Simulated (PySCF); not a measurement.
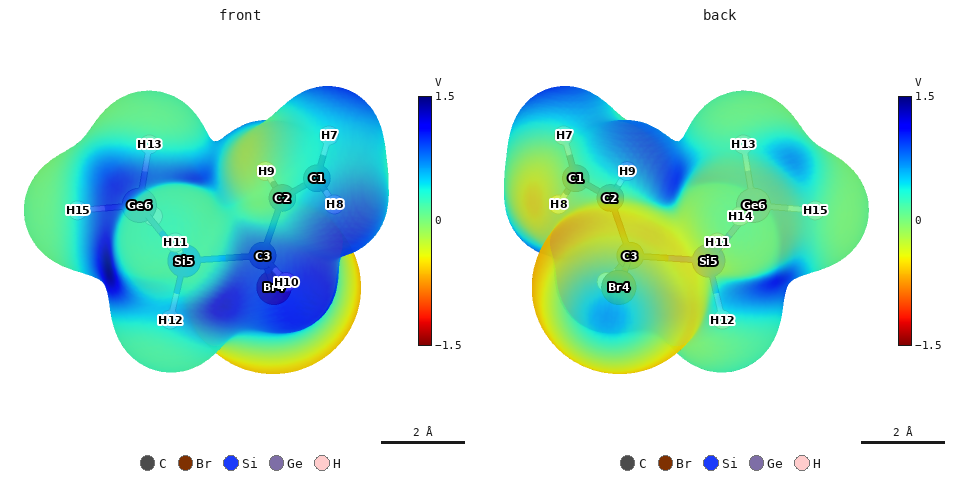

*C$_{3}$H$_{9}$BrGeSi. The molecular electrostatic potential painted on the density surface at 0.002 e/bohr³, seen from the front and from behind; the colour scale runs from red (negative) to blue (positive).*

Geometry: GFN2-xTB.

Method: B3LYP/def2-SVPD, SCF density, gas phase (PySCF 2.14.0).

Input

```
{"job": {"kind": "uv", "xc": "B3LYP", "basis": "def2-SVPD", "nstates": 8, "ntriplets": 3}, "charge": 0, "multiplicity": 1}
C     -2.548249     0.654950     0.294680
C     -1.277631     0.429235     0.579589
C     -0.639503    -0.899211     0.514273
Br     0.308603    -1.277909     2.210566
Si     0.717411    -0.988301    -0.842366
Ge     2.266206     0.711428    -0.439829
H     -2.966424     1.646105     0.310036
H     -3.219432    -0.145976     0.030444
H     -0.618967     1.246003     0.855528
H     -1.377073    -1.693589     0.413572
H      0.017487    -0.838875    -2.123157
H      1.298590    -2.328014    -0.743628
H      1.724394     2.096428    -0.636955
H      2.873563     0.742320     0.926269
H      3.436613     0.653395    -1.370934
```

Launched as:

```sh
OMP_NUM_THREADS=1 python probes_run.py task.json out
```

> Describe the electrostatic potential map.

The most negative region (about −0.6 V, or −14 kcal/mol for a unit charge) lies over Br4, the most positive (about +1.3 V, or +30 kcal/mol for a unit charge) over Si5. Br4 shows a σ-hole: about +0.5 V, or +12 kcal/mol for a unit charge at the tip opposite its bond, against about −0.5 V, or −12 kcal/mol for a unit charge on its flanks.

> What dipole moment does the calculation give?

Its dipole moment is 1.78 D.
